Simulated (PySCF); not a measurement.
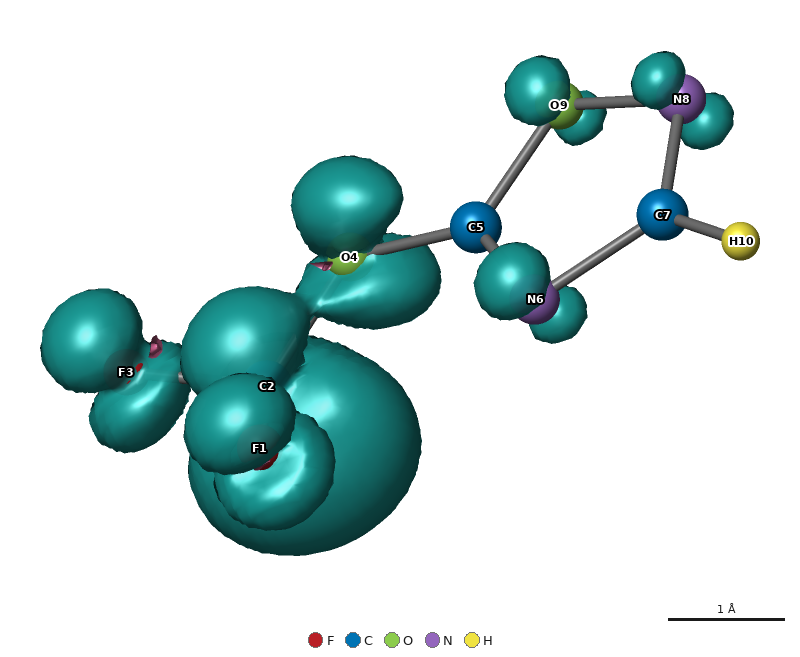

The picture shows: C₃HF₂N₂O₂ (SMILES F[C](F)Oc1ncno1) (doublet). Isosurfaces of the spin density (α minus β) at +0.02 (teal) and −0.02 e/Å³ (pink), seen at an oblique angle.

Geometry: GFN2-xTB.

Theory: UKS B3LYP, pcH-1 on C F H N O, non-relativistic, mean-field spin-orbit, GIAO in PySCF 2.14.0, density-fitted response routines.

```tsv
atom	x (Å)	y (Å)	z (Å)
F	1.9969	1.2525	0.5543
C	2.1510	0.2186	-0.2642
F	3.3420	-0.3446	-0.0925
O	1.1750	-0.7054	-0.3217
C	-0.0980	-0.4046	-0.1581
N	-0.6537	0.7119	0.2125
C	-1.9711	0.3939	0.1873
N	-2.2068	-0.8296	-0.1720
O	-0.9854	-1.3786	-0.4111
H	-2.7410	1.0906	0.4429
```

Question: Which atoms carry the spin?

Answer: The unpaired spin (1 electron) lies mostly on C2 (about 0.6), F1 (about 0.1), O4 (about 0.1) and F3 (about 0.1), in electrons by Hirshfeld's partition.
